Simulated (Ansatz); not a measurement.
## CdS, response to strain

The reference is CdS in the wurtzite structure (space group P6_3mc, No. 186; a = 4.196 Å, c = 6.830 Å). Axes: x lies along a and z along c of the hexagonal cell.

Strains are applied to the cell and any free atomic positions relax; under biaxial strain the out-of-plane vector relaxes too.

The values are results of PBE (Ansatz, an electronic-structure program, PAW, without spin-orbit coupling), not measurements.

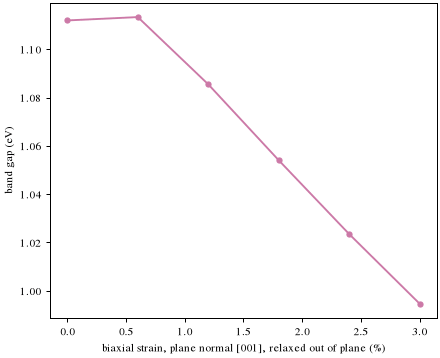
Fig. 1. Band gap against biaxial strain, plane normal [001], relaxed out of plane

Q: From the plot, what is the band gap for biaxial strain +3.00 %, plane normal [001], relaxed out of plane?

A: About 0.99 eV.

Q: Is the trend monotonic over the range shown?

A: Yes, it falls throughout, spanning 0.99 eV to 1.11 eV.

No phonon test of stability was made.
